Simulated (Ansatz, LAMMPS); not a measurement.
# Which site? a vacancy of P in glassy 83P2O5-17Al2O3 (mol %) (80 atoms), part 4 of 4

Aim: make a vacancy of P at several sites of glassy 83P2O5-17Al2O3 (mol %) (80 atoms), relax each, and compare their energies.

Ansatz 0.2.0; Kohn-Sham DFT, PBE, PAW (set soft_1), plane waves.

The cell: 20 P, 4 Al and 56 O. The quench rate of 6 K/ps is many orders above laboratory rates. The starting topology of bonds comes from the classical model. The Brillouin zone is sampled at Γ only, in a cell whose shortest periodic width is 10 Å.

So far. Step 7 (Vacancy of P, site P5): The relaxation converged after 20 steps, 1.73 eV below its start, with a largest force component of 0.026 eV/Å.

## 8. Vacancy of P, site P7

The site has 4 bonded neighbours (O4) at 1.56 Å on average. 

The input, input.yaml:

```yaml
crystal:
  lattice:
    - [10.13788, 0.0, 0.0]
    - [0.0, 10.13788, 0.0]
    - [0.0, 0.0, 10.13788]
  atoms:
    [... atom lines 1 to 3 left out ...]
    - { symbol: P, position: [0.20348, 0.44837, 0.08157] }
    - { symbol: P, position: [0.0395, 0.69714, 0.17336] }
    - { symbol: P, position: [0.53974, 0.24503, 0.00853] }
    - { symbol: P, position: [0.32854, 0.66091, 0.62275] }
    - { symbol: P, position: [0.38472, 0.89796, 0.80506] }
    - { symbol: P, position: [0.54151, 0.29222, 0.41584] }
    - { symbol: P, position: [0.25883, 0.39466, 0.77245] }
    [... atom lines 11 to 79 left out ...]
magnetization:
  spin_polarized: true
kpoints:
  mp_grid: { grid: [1, 1, 1] }
hamiltonian:
  xc: pbe
  pseudopotentials: { kind: paw, azcp: { folder: soft_1 } }
scf:
  occupations: { method: fermi_dirac, width: 0.025 }
  lower_state_search: "off"
output:
  forces: true
  eigenvalues: true
relax:
  f_tol: 0.05
  max_steps: 90
```

On the command line:

```
> ansatz run input.yaml --threads 4 --pin off --max-ram 8192MiB --backend cpu --events-out ev --progress --plain --runs-dir out
```

Numbers of over 12 decimals in the logs are rounded to 6 here.

What it wrote:

```text
[...]
Pseudopotentials: kind: paw
Pseudopotential: P, paw, valence charge 5, recommended cutoff 420 eV (normal), soft_1/P.paw.azcp
Pseudopotential: Al, paw, valence charge 3, recommended cutoff 420 eV (normal), soft_1/Al.paw.azcp
Pseudopotential: O, paw, valence charge 6, recommended cutoff 420 eV (normal), soft_1/O.paw.azcp
[... 5 lines on functional and potentials left out ...]
Crystal: 79 atoms, lattice volume = 1041.937 Å³
Basis set: ecut = 420 eV, 20341 PW (Γ), exchange–correlation on 144×144×144 points (8 copies of the dense FFT grid, shifted against one another)
Bands: 302, of which v1, the nominal top of the filled ones, is band 222 counted from 1 (221 counted from 0)
Symmetry: 1 space group operations
Space group: P1 (ITA 1), of the structure as read, at distance tolerance 1.0e-4 Å
Magnetic group: BNS 1.1 (UNI 1), of the structure as read, at distance tolerance 1.0e-4 Å
k-points: 1
[... 7 lines on functional and potentials left out ...]
Initial density: superposition of atomic densities (chi_scale 0.1, normalization cell, long waves kept (reshape's long-wave potential 0.31 eV rms))
Starting moments: Σ|m| = 2.4 μB on 4 of 79 sites
Initial wavefunctions: pseudopotential atomic-orbital guess
[...]
SCF iter   1: F=—  HF=-48335.481724 eV  |F-HF|=—  |Δ(HF+E_count)|=         —  Δρ=6.58e-2 (↑6.38e-2 ↓6.58e-2)  dr2=1.51e2  dr2_m=1.38e0  M=4.095 μB ∫|m|=4.118 μB  β_m=0.30  ethr=3.10e-3  ⟨swp⟩=8.0  Hψ=3394  notcnv=0  defer=51
preconditioner: auto → Kerker (q_TF=auto, 2.366 Å⁻¹)  [metal: Δε(μ)=0.009 eV  Ē_g=17.219 eV  σ=0.025 eV  W_gap=0.09  n_scr=250 (ndim 8)  ℏωp=24.2 eV  f_vac=0.122  D(μ)=20.20/eV (n_scr^D=122)]
spin=Collinear: Kerker preconditioning applied to the charge; magnetization (m = ρ↑ − ρ↓) channel mixes plain (no charge-response kernel on spin).
SCF iter   2: F=—  HF=-48306.989584 eV  |F-HF|=—  |Δ(HF+E_count)|=    2.85e1  Δρ=3.92e-2 (↑3.61e-2 ↓3.92e-2)  dr2=5.41e1  dr2_m=1.60e0  M=5.000 μB ∫|m|=5.026 μB  β_m=1.00  ethr=3.10e-3  ⟨swp⟩=3.0  Hψ=1142  notcnv=0  defer=144
preconditioner: auto → Resta (q_TF=auto, 2.366 Å⁻¹)  ε∞=3.1  [insulator: Δε(μ)=0.158 eV  Ē_g=16.709 eV  σ=0.025 eV  W_gap=0.92  n_scr=250 (ndim 8)  ℏωp=24.2 eV  f_vac=0.124  D(μ)=3.16/eV (n_scr^D=6)  ε∞_Penn≈3.1]
spin=Collinear: Resta preconditioning applied to the charge; magnetization (m = ρ↑ − ρ↓) channel mixes plain (no charge-response kernel on spin).
SCF iter   3: F=—  HF=-48301.187811 eV  |F-HF|=—  |Δ(HF+E_count)|=    5.80e0  Δρ=4.68e-2 (↑2.81e-2 ↓4.68e-2)  dr2=6.38e1  dr2_m=3.00e0  M=2.865 μB ∫|m|=3.343 μB  β_m=0.30  ethr=3.10e-3  ⟨swp⟩=3.0  Hψ=1152  notcnv=0  defer=144
[...]
relax step   2: F+E_penalty+E_count = -48295.77311115 eV  Δ(F+E_penalty+E_count) = -3.373e-1 eV  max|allowed force component| = 2.611e0 eV/Å  Δτ_max = 0.1706 Å  (11 SCF iters, dr2 threshold 1.00e-4 eV, accepted)
relax step   5: F+E_penalty+E_count = -48296.40823683 eV  Δ(F+E_penalty+E_count) = -1.440e-1 eV  max|allowed force component| = 5.784e-1 eV/Å  Δτ_max = 0.0852 Å  (12 SCF iters, dr2 threshold 8.90e-5 eV, accepted)
relax step  10: F+E_penalty+E_count = -48296.98235941 eV  Δ(F+E_penalty+E_count) = -7.351e-2 eV  max|allowed force component| = 1.067e0 eV/Å  Δτ_max = 0.2000 Å  (12 SCF iters, dr2 threshold 1.00e-4 eV, accepted)
relax step  15: F+E_penalty+E_count = -48297.38384473 eV  Δ(F+E_penalty+E_count) = -5.309e-2 eV  max|allowed force component| = 3.670e-1 eV/Å  Δτ_max = 0.2000 Å  (10 SCF iters, dr2 threshold 3.55e-5 eV, accepted)
relax step  20: F+E_penalty+E_count = -48297.50146225 eV  Δ(F+E_penalty+E_count) = -2.774e-2 eV  max|allowed force component| = 2.791e-1 eV/Å  Δτ_max = 0.0984 Å  (14 SCF iters, accepted)
relax step  25: F+E_penalty+E_count = -48297.61576656 eV  Δ(F+E_penalty+E_count) = +5.412e-3 eV  max|allowed force component| = 2.362e-1 eV/Å  Δτ_max = 0.1000 Å  (11 SCF iters, dr2 threshold 3.50e-6 eV, rejected (line search))
relax step  28: F+E_penalty+E_count = -48297.64889973 eV  Δ(F+E_penalty+E_count) = -4.934e-3 eV  max|allowed force component| = 6.167e-2 eV/Å  Δτ_max = 0.0206 Å  (8 SCF iters, dr2 threshold 7.07e-6 eV, accepted)
Step cancelled. What follows is not a result of the run: it is the report of the last solve that finished, which converged after 8 SCF iterations.
Magnetization: 4.9999 μB (224.0000 up, 219.0000 down)
Absolute magnetization: 5.2746 μB (∫|ρ↑−ρ↓|, with the PAW one-centre terms)
Spin contamination: 0.0165 ħ² per cell (⟨S²⟩ above its minimum at these occupations)
Per-site moments (μB) at R_I (Å): [(-8.649360363079442e-5, 0.619708), (0.00110313, 0.620310), (-3.656158814715487e-5, 0.603052), (4.184278881349389e-5, 0.650996), (0.00114817, 0.613844), [...]
Free energy (F): -48297.648900 eV
Harris-Foulkes:  -48297.648900 eV  (|F-HF|=1.04e-8)
Internal energy: -48297.648709 eV  (E = F + TS)
E sigma→0 (E₀):  -48297.648804 eV
Entropy (-TS):   -0.000191 eV (-0.002 meV/atom)
Fermi energy:    2.882867 eV
--- Per-component energies (eV) ---
[...]
Σ components = -48297.648900   (vs F -48297.648900, Δ=0.00e0)
--- Forces (eV/Å), atoms counted from 1 ---
  atom   1  P      0.01733090    -0.01711944     0.00093370
  atom   2  P      0.03177461    -0.04090987     0.02140489
  atom   3  P      0.00483281     0.00082149     0.01496104
  atom   4  P      0.00284188     0.00203372     0.00485749
[...]
atom  79  O     -0.00089164     0.00001062    -0.00351025
  max |Σ_I F_I| component: 7.03e-4 eV/Å
--- Band table (eV) ---
  k-point 0 ↑: bands = ["-20.4215", "-20.1077", "-19.9904", "-19.7745", [... 286 levels ...], "12.6984", "12.7878", "12.7983", "12.8513", "12.9024", "12.9263", "13.0596", "13.0955", "13.2261", "13.2668", "13.3504", "13.4007"]
  k-point 0 ↓: bands = ["-20.4125", "-20.1034", "-19.9884", "-19.7678", [... 286 levels ...], "12.7293", "12.8167", "12.8391", "12.8964", "12.9360", "12.9501", "13.1201", "13.1204", "13.2756", "13.3029", "13.3853", "13.4382"]
End of that report.
Error: SIGTERM received: cancelled by the caller after 28 completed ionic steps
```

Elapsed: 13 min, on 4 threads of Arm Neoverse V1, shared host; peak memory 1.8 GiB.

The relaxation was stopped at its limit after 28 steps, 2.21 eV below its start, with a largest force component of 0.062 eV/Å.

## 9. The sites compared

All these cells hold the same atoms, so their energies can be compared with no chemical potential.

| site | neighbours | mean distance (Å) | atoms within 6 Å | energy over the best site (eV) | before relaxation (eV) | gain on relaxing (eV) | moment (μB) |
| --- | --- | --- | --- | --- | --- | --- | --- |
| P14 | O5 | 1.65 | 64 | 0.00 | 0.00 | 3.06 | 5.0 |
| P10 | O4 | 1.55 | 67 | 0.77 | 1.05 | 3.35 | 5.0 |
| P5 | O4 | 1.54 | 72 | 2.89 | 1.55 | 1.73 | 5.0 |
| P7 * | O4 | 1.56 | 65 | 3.13 | 2.27 | 2.21 | - |

* The relaxation didn't finish, so this cell's energy would fall further, and differences against it can move either way. Neighbours are those of the relaxed host within 2.11 Å (O-P); other pairs aren't counted.

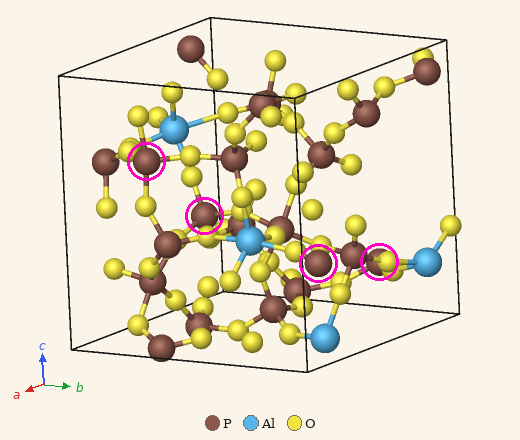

The relaxed cell with the tried sites ringed. Bonds to atoms that aren't drawn are left out. Some periodic images of atoms are drawn too.

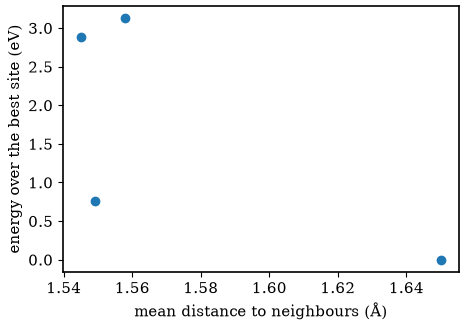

Site energy against the site's surroundings.

## 10. Outcome

The cheapest site is P14 (5 neighbours, O5); the dearest, P7 (4 neighbours, O4, relaxation unfinished), costs 3.1 eV more. By coordination the energies over the best site are 0.77 to 3.13 eV with 4 neighbours and 0.00 eV with 5 neighbours. At P14 (largest move 1.7 Å) other atoms changed place, so the end state is more than the plain defect. Relaxation gains 1.7 to 3.3 eV and leaves the best site the same.

Caveats: Defects are neutral and interact with their images. The reference ran with fermi-dirac smearing of 0.05 eV, but 4 of the 4 defect cells with fermi-dirac smearing of 0.025 eV, spin polarised. In a disordered cell the relaxation can also rearrange atoms far from the site. In the spin-polarised runs the search for a state of lower energy was switched off. Only 4 of the 20 P sites were tried; unless symmetry makes the others alike to these, a cheaper one may exist. A local or semilocal functional tends to spread out the unpaired spin of such defects.

The DFT runs together took 53 min of wall time.

[Logs are printed without paths, hosts, clocks, repeated set-up lines and the standing remarks that a program may print on its own settings, such as how far it seeks lower states.]

[Hosts, paths, dates, database ids (printed as entryN), source tags and the programs' standing remarks are cut or masked in the printed files.]
